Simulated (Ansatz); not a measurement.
# Run report: CH4O2Si, geometry relaxation

System: CH4O2Si.
Method: RKS r2SCAN/STO-3G (Ansatz 0.2.0).

It belongs to a series of runs on one base structure; here: start relaxed.

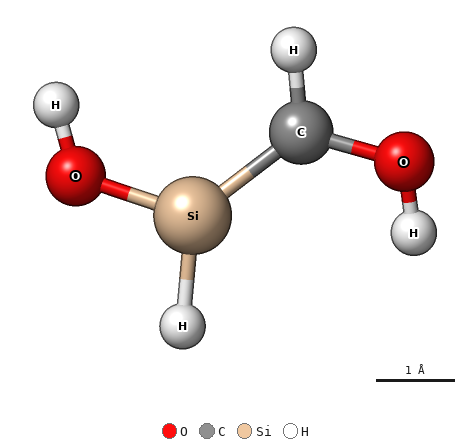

Fig. 1: The starting structure (ball-and-stick view, seen on its broad side).

Summary

| quantity | value |
| --- | --- |
| outcome | converged |
| total energy | −12907.7591 eV |
| mean-field energy | −12907.7591 eV |
| largest force (length of the vector) at the end | 0.011 eV/Å |
| hardware | 1 thread of Arm Neoverse V1, 24 GiB of memory available, shared host |
| wall time | 20 s |
| peak memory | 0.13 GiB |

Input
```yaml
crystal:
  periodic: [false, false, false]
  atoms:
    - { symbol: O, position_ang: [-0.93334, 1.91452, -0.25913] }
    - { symbol: C, position_ang: [-0.666, 0.64046, 0.26942] }
    - { symbol: Si, position_ang: [0.6253, -0.44395, -0.24948] }
    - { symbol: O, position_ang: [0.85858, -1.91621, 0.39764] }
    - { symbol: H, position_ang: [-0.65619, 1.94014, -1.1775] }
    - { symbol: H, position_ang: [-1.08834, 0.58568, 1.26501] }
    - { symbol: H, position_ang: [1.36748, -0.54721, -1.48376] }
    - { symbol: H, position_ang: [0.4925, -2.17343, 1.2378] }
basis:
  gaussian: { orbitals: STO-3G }
hamiltonian:
  xc: r2scan
relax:
  f_tol: 0.02
  max_steps: 40
```

Launched with:
```bash
ansatz run input.yaml --threads 1 --pin off --max-ram 2048MiB --backend cpu --events-out ev --progress --plain --runs-dir out
```

What the program printed
```
The last accepted step is kept in [file] (removed where the run ends without a failure and the disk answers)
Engine: ansatz 0.2.0, aarch64-unknown-linux-gnu
Functional definition: r2SCAN
  parameter k0 = 0.174
  parameter k1 = 0.065
  parameter a1 = 4.9479
  exchange = r2scan_x(k0 = k0, k1 = k1, a1 = a1)
  correlation = r2scan_c
400 factors; integrals over basis functions are off by at most 1.2e-5 eV
mean field evaluation 1: about -12903.8669 eV, gradient 2.8e1 eV
mean field evaluation 2: about -12894.4872 eV, gradient 5.1e1 eV
mean field evaluation 4: about -12906.8683 eV, gradient 3.6e0 eV
mean field evaluation 8: about -12906.8448 eV, gradient 3.1e-1 eV
mean field evaluation 16: about -12906.8453 eV, gradient 9.6e-6 eV
mean field -12906.84525198 eV, -474.3178144362 hartree, gradient 9.6e-6 eV, S^2 0.000000; 0 other end points of the search recorded, 0 dependent functions left out
the calculation of the forces begins
reference -12906.84525759 eV, -474.3178146426 hartree; 20, 20 occupied and 8, 8 virtual orbitals, 400 factors
relax step   1: F+E_penalty+E_count = -12906.84525198 eV  Δ(F+E_penalty+E_count) = +0.000e0 eV  max|allowed force component| = 3.754e0 eV/Å  Δτ_max = 0.0000 Å  (25 SCF iters, accepted)
these checks for a lower state are left out or cut short: starts, cluster_reference, orbital_swaps, neighbouring_geometries, increment
400 factors; integrals over basis functions are off by at most 1.3e-5 eV
mean field -12907.46910854 eV, -474.3407407420 hartree, gradient 1.6e-5 eV, S^2 0.000000; 0 other end points of the search recorded, 0 dependent functions left out
the calculation of the forces begins
reference -12907.46911411 eV, -474.3407409468 hartree; 20, 20 occupied and 8, 8 virtual orbitals, 400 factors
relax step   2: F+E_penalty+E_count = -12907.46910854 eV  Δ(F+E_penalty+E_count) = -6.239e-1 eV  max|allowed force component| = 1.854e0 eV/Å  Δτ_max = 0.1992 Å  (33 SCF iters, accepted)
these checks for a lower state are left out or cut short: starts, cluster_reference, orbital_swaps, neighbouring_geometries, increment
400 factors; integrals over basis functions are off by at most 1.8e-5 eV
mean field evaluation 32: about -12907.6453 eV, gradient 2.2e-5 eV
mean field -12907.64526688 eV, -474.3472144418 hartree, gradient 2.2e-5 eV, S^2 0.000000; 0 other end points of the search recorded, 0 dependent functions left out
the calculation of the forces begins
reference -12907.64527236 eV, -474.3472146429 hartree; 20, 20 occupied and 8, 8 virtual orbitals, 400 factors
relax step   3: F+E_penalty+E_count = -12907.64526688 eV  Δ(F+E_penalty+E_count) = -1.762e-1 eV  max|allowed force component| = 1.253e0 eV/Å  Δτ_max = 0.1602 Å  (35 SCF iters, accepted)
these checks for a lower state are left out or cut short: starts, cluster_reference, orbital_swaps, neighbouring_geometries, increment
400 factors; integrals over basis functions are off by at most 1.7e-5 eV
mean field -12907.72414621 eV, -474.3501132034 hartree, gradient 7.5e-6 eV, S^2 0.000000; 0 other end points of the search recorded, 0 dependent functions left out
the calculation of the forces begins
reference -12907.72415164 eV, -474.3501134031 hartree; 20, 20 occupied and 8, 8 virtual orbitals, 400 factors
relax step   4: F+E_penalty+E_count = -12907.72414621 eV  Δ(F+E_penalty+E_count) = -7.888e-2 eV  max|allowed force component| = 1.051e0 eV/Å  Δτ_max = 0.1183 Å  (27 SCF iters, accepted)
these checks for a lower state are left out or cut short: starts, cluster_reference, orbital_swaps, neighbouring_geometries, increment
400 factors; integrals over basis functions are off by at most 2.0e-5 eV
mean field -12907.74172129 eV, -474.3507590760 hartree, gradient 1.8e-5 eV, S^2 0.000000; 0 other end points of the search recorded, 0 dependent functions left out
the calculation of the forces begins
reference -12907.74172670 eV, -474.3507592748 hartree; 20, 20 occupied and 8, 8 virtual orbitals, 400 factors
relax step   5: F+E_penalty+E_count = -12907.74172129 eV  Δ(F+E_penalty+E_count) = -1.758e-2 eV  max|allowed force component| = 3.486e-1 eV/Å  Δτ_max = 0.0641 Å  (28 SCF iters, accepted)
these checks for a lower state are left out or cut short: starts, cluster_reference, orbital_swaps, neighbouring_geometries, increment
400 factors; integrals over basis functions are off by at most 1.8e-5 eV
mean field -12907.75814685 eV, -474.3513627040 hartree, gradient 2.0e-5 eV, S^2 0.000000; 0 other end points of the search recorded, 0 dependent functions left out
the calculation of the forces begins
reference -12907.75815227 eV, -474.3513629031 hartree; 20, 20 occupied and 8, 8 virtual orbitals, 400 factors
relax step   6: F+E_penalty+E_count = -12907.75814685 eV  Δ(F+E_penalty+E_count) = -1.643e-2 eV  max|allowed force component| = 5.973e-2 eV/Å  Δτ_max = 0.0359 Å  (27 SCF iters, accepted)
these checks for a lower state are left out or cut short: starts, cluster_reference, orbital_swaps, neighbouring_geometries, increment
400 factors; integrals over basis functions are off by at most 1.8e-5 eV
mean field -12907.75895572 eV, -474.3513924294 hartree, gradient 1.8e-5 eV, S^2 0.000000; 0 other end points of the search recorded, 0 dependent functions left out
the calculation of the forces begins
reference -12907.75896114 eV, -474.3513926285 hartree; 20, 20 occupied and 8, 8 virtual orbitals, 400 factors
relax step   7: F+E_penalty+E_count = -12907.75895572 eV  Δ(F+E_penalty+E_count) = -8.089e-4 eV  max|allowed force component| = 5.028e-2 eV/Å  Δτ_max = 0.0146 Å  (28 SCF iters, accepted)
these checks for a lower state are left out or cut short: starts, cluster_reference, orbital_swaps, neighbouring_geometries, increment
400 factors; integrals over basis functions are off by at most 1.8e-5 eV
mean field evaluation 64: about -12907.7591 eV, gradient 4.6e-4 eV
mean field -12907.75906414 eV, -474.3513964138 hartree, gradient 2.7e-5 eV, S^2 0.000000; 0 other end points of the search recorded, 0 dependent functions left out
the calculation of the forces begins
reference -12907.75906956 eV, -474.3513966129 hartree; 20, 20 occupied and 8, 8 virtual orbitals, 400 factors
relax step   8: F+E_penalty+E_count = -12907.75906414 eV  Δ(F+E_penalty+E_count) = -1.084e-4 eV  max|allowed force component| = 8.565e-3 eV/Å  Δτ_max = 0.0037 Å  (22 SCF iters, accepted)
```

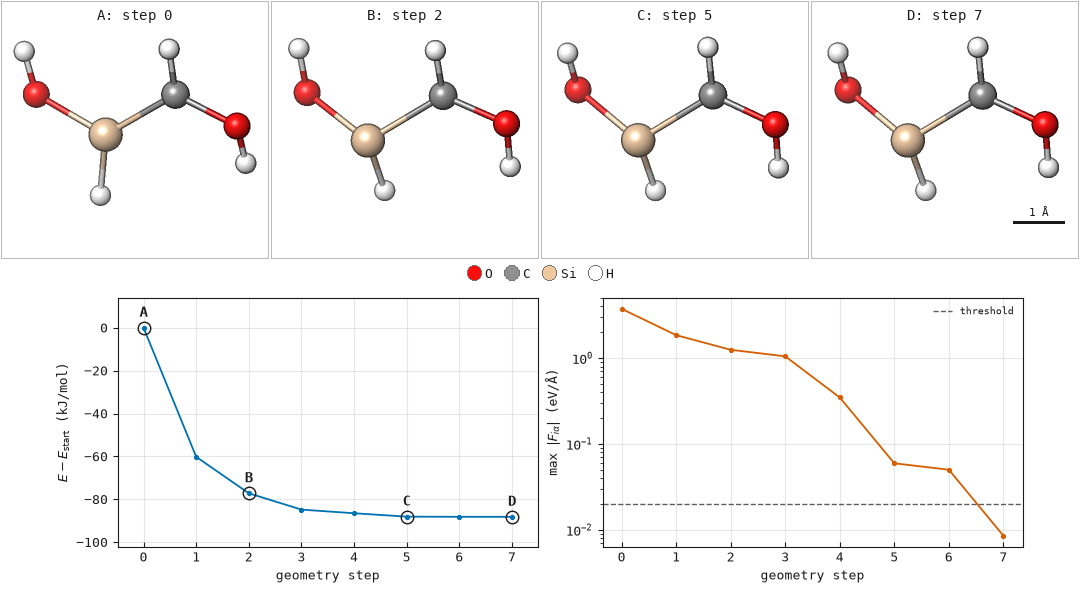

Fig. 2: Frames of the relaxation (ball-and-stick view, seen at a tilt) above the curves, on which the letters mark them (the first geometry is step 0 here and step 1 in the log).

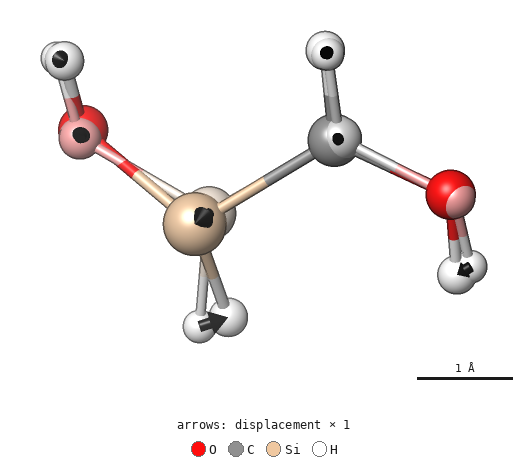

Fig. 3: Start (faint) and end (solid) with the displacements as black arrows, at true length (ball-and-stick view, seen at a tilt). The two geometries are laid on each other by the best rigid fit. The energy falls by 88.2 kJ/mol in 7 geometry steps. Largest force component: 3.8 eV/Å at the start, 0.0086 eV/Å at the end. The largest move after the best rigid fit is that of H7, 0.32 Å. Largest moves by element: H 0.32 Å, Si 0.29 Å, O 0.18 Å, C 0.09 Å. Distances before and after: Si3–O4 1.625 → 1.725 Å, O4–H8 0.952 → 1.022 Å, O1–H5 0.960 → 1.027 Å, C2–H6 1.083 → 1.109 Å. Among the angles that change: C2–Si3–H7 132.2° → 109.1°, Si3–O4–H8 122.8° → 103.4°, C2–Si3–O4 123.0° → 113.7°. (Atoms are counted from 1 in the order of the input.)

```
400 factors; integrals over basis functions are off by at most 1.8e-5 eV
mean field -12907.75906414 eV, -474.3513964138 hartree, gradient 2.7e-5 eV, S^2 0.000000; 1 other end points of the search recorded, 0 dependent functions left out
the calculation of the forces begins
reference -12907.75906956 eV, -474.3513966129 hartree; 20, 20 occupied and 8, 8 virtual orbitals, 400 factors
Total energy: -12907.75906956 eV, -474.3513966129 hartree
Atom 0 at    -0.943129     1.848035    -0.264572 Å, force     0.005592    -0.008565    -0.003824 eV/Å
Atom 1 at    -0.634734     0.565654     0.226749 Å, force    -0.004950     0.000934     0.004554 eV/Å
Atom 2 at     0.858204    -0.353565    -0.090543 Å, force     0.001355     0.001608    -0.001655 eV/Å
Atom 3 at     0.744159    -2.025616     0.319036 Å, force     0.000356     0.002052     0.001898 eV/Å
Atom 4 at    -0.507911     1.860575    -1.195040 Å, force    -0.000633     0.002357     0.001849 eV/Å
Atom 5 at    -1.126533     0.488322     1.217831 Å, force    -0.000205     0.003117    -0.001100 eV/Å
Atom 6 at     1.109348    -0.372285    -1.525269 Å, force    -0.001076     0.002324    -0.001954 eV/Å
Atom 7 at     0.500587    -2.011120     1.311808 Å, force    -0.000440    -0.003826     0.000233 eV/Å
Dipole moment:     0.081250     0.164708     0.077830 e Å
```

Trajectory as extended XYZ (Å, eV, eV/Å), 8 frames, from step=1 to step=8
```
8
Properties=species:S:1:pos:R:3:forces:R:3 step=1 energy=-12906.84525
O    -0.9333    1.9145   -0.2591   -1.7006   1.3239   3.7541
C    -0.6660    0.6405    0.2694    1.4955  -1.3074  -1.9228
Si    0.6253   -0.4440   -0.2495   -0.6925   2.3825   1.0670
O     0.8586   -1.9162    0.3976    2.0105  -1.9734  -2.7168
H    -0.6562    1.9401   -1.1775    1.2496  -0.5102  -3.5070
H    -1.0883    0.5857    1.2650   -0.1756  -0.2158   0.6140
H     1.3675   -0.5472   -1.4838   -0.5035   0.3017  -0.3359
H     0.4925   -2.1734    1.2378   -1.6833  -0.0013   3.0475
8
Properties=species:S:1:pos:R:3:forces:R:3 step=2 energy=-12907.46911
O    -0.9524    1.9103   -0.2555   -0.3140   0.1659   0.8084
C    -0.6157    0.6294    0.2521   -0.1994  -0.2073  -0.7472
Si    0.7675   -0.3632   -0.1358    0.4952   1.0094  -0.2274
O     0.8595   -1.9380    0.3907    0.5200  -1.8544  -0.7265
H    -0.6304    1.9125   -1.2175    0.3029  -0.2357  -0.5066
H    -1.0885    0.5207    1.2383    0.0326   0.1203   0.2008
H     1.2350   -0.4963   -1.5335   -0.4247   0.2441   0.5763
H     0.4250   -2.1754    1.2612   -0.4127   0.7576   0.6222
8
Properties=species:S:1:pos:R:3:forces:R:3 step=3 energy=-12907.64527
O    -0.9735    1.8566   -0.2690    0.6000  -0.6664  -0.8929
C    -0.6408    0.5575    0.2018   -0.6762   1.0376   1.0308
Si    0.8744   -0.3094   -0.0421    0.6717  -0.7853  -1.2526
O     0.7971   -1.9962    0.3211   -0.3209  -0.2178   0.7269
H    -0.5538    1.8469   -1.2282   -0.4199   0.1805   0.7227
H    -1.0327    0.5238    1.2481   -0.2915  -0.0832  -0.3080
H     1.1239   -0.3828   -1.5125    0.0477   0.1136   0.7644
H     0.4053   -2.0965    1.2809    0.3890   0.4209  -0.7914
8
Properties=species:S:1:pos:R:3:forces:R:3 step=4 energy=-12907.72415
O    -0.9511    1.8721   -0.2545    0.3410  -0.3948  -0.3060
C    -0.6166    0.5838    0.2278   -0.3155  -0.1429   0.2780
Si    0.8708   -0.3527   -0.0989   -0.1061   0.0663  -0.1543
O     0.7478   -2.0279    0.3216   -0.2838   0.0500   0.9424
H    -0.5366    1.8758   -1.2066   -0.1730   0.0623   0.4692
H    -1.1290    0.4610    1.2225    0.3375   0.2232  -0.5112
H     1.1350   -0.3912   -1.5451   -0.0836   0.0300   0.3327
H     0.4798   -2.0209    1.3331    0.2834   0.1060  -1.0506
8
Properties=species:S:1:pos:R:3:forces:R:3 step=5 energy=-12907.74172
O    -0.9173    1.8576   -0.2514   -0.1898  -0.0508  -0.0014
C    -0.6517    0.5566    0.2220    0.0843   0.3440  -0.1945
Si    0.8531   -0.3448   -0.0793    0.1452  -0.3486  -0.1941
O     0.7382   -2.0214    0.3045    0.0595   0.1291   0.0292
H    -0.5134    1.8678   -1.1973    0.0465  -0.0603   0.0916
H    -1.1419    0.4817    1.2096   -0.0898   0.0133   0.1517
H     1.1070   -0.4059   -1.5079    0.0335   0.1891  -0.1439
H     0.5261   -1.9917    1.2997   -0.0894  -0.2158   0.2616
8
Properties=species:S:1:pos:R:3:forces:R:3 step=6 energy=-12907.75815
O    -0.9457    1.8510   -0.2619    0.0449  -0.0355  -0.0465
C    -0.6442    0.5622    0.2214    0.0597   0.0493  -0.0171
Si    0.8490   -0.3569   -0.0978    0.0077  -0.0126   0.0420
O     0.7426   -2.0272    0.3228    0.0087   0.0209  -0.0328
H    -0.4994    1.8711   -1.1885   -0.0486  -0.0076   0.0471
H    -1.1282    0.4864    1.2161   -0.0296  -0.0154  -0.0042
H     1.1140   -0.3786   -1.5302   -0.0305  -0.0016   0.0035
H     0.5118   -2.0079    1.3182   -0.0124   0.0026   0.0080
8
Properties=species:S:1:pos:R:3:forces:R:3 step=7 energy=-12907.75896
O    -0.9424    1.8506   -0.2631    0.0208  -0.0503  -0.0069
C    -0.6338    0.5665    0.2262   -0.0203   0.0137  -0.0051
Si    0.8583   -0.3544   -0.0911   -0.0044   0.0133  -0.0113
O     0.7442   -2.0261    0.3202   -0.0038   0.0028   0.0037
H    -0.5096    1.8630   -1.1952   -0.0026   0.0051   0.0198
H    -1.1280    0.4855    1.2159    0.0105   0.0141  -0.0050
H     1.1096   -0.3742   -1.5262   -0.0008   0.0023   0.0101
H     0.5017   -2.0110    1.3134    0.0005  -0.0011  -0.0053
8
Properties=species:S:1:pos:R:3:forces:R:3 step=8 energy=-12907.75906
O    -0.9431    1.8480   -0.2646    0.0056  -0.0086  -0.0038
C    -0.6347    0.5657    0.2267   -0.0050   0.0009   0.0046
Si    0.8582   -0.3536   -0.0905    0.0014   0.0016  -0.0017
O     0.7442   -2.0256    0.3190    0.0004   0.0021   0.0019
H    -0.5079    1.8606   -1.1950   -0.0006   0.0024   0.0018
H    -1.1265    0.4883    1.2178   -0.0002   0.0031  -0.0011
H     1.1093   -0.3723   -1.5253   -0.0011   0.0023  -0.0020
H     0.5006   -2.0111    1.3118   -0.0004  -0.0038   0.0002
```
